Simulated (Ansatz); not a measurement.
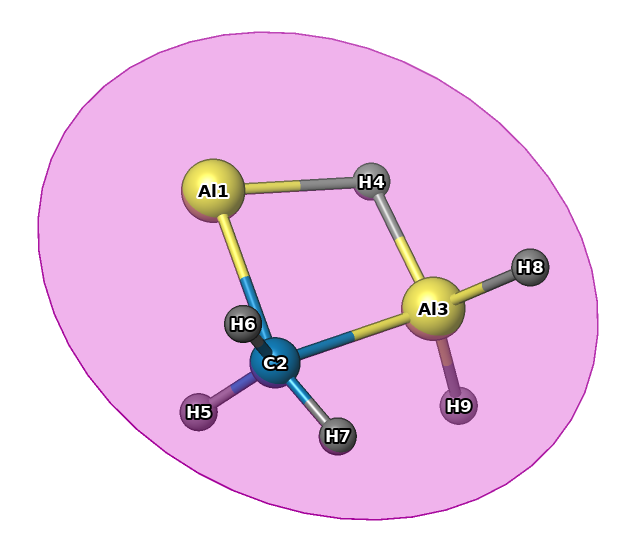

A disc through the centre of mass is drawn in. Depth is shown by fading: the farther an atom, the more it takes the colour of the background. The computed structure is the end point of a PBE0-D4/def2-TZVP optimisation. No frequency run is at hand to confirm it as a minimum.

Q: Is the plane of the disc a mirror plane of the structure?

A: Yes. The reflection leaves Al1, C2, Al3, H4, H7 in place and moves H5 ↔ H6; H8 ↔ H9. The point group is Cs.
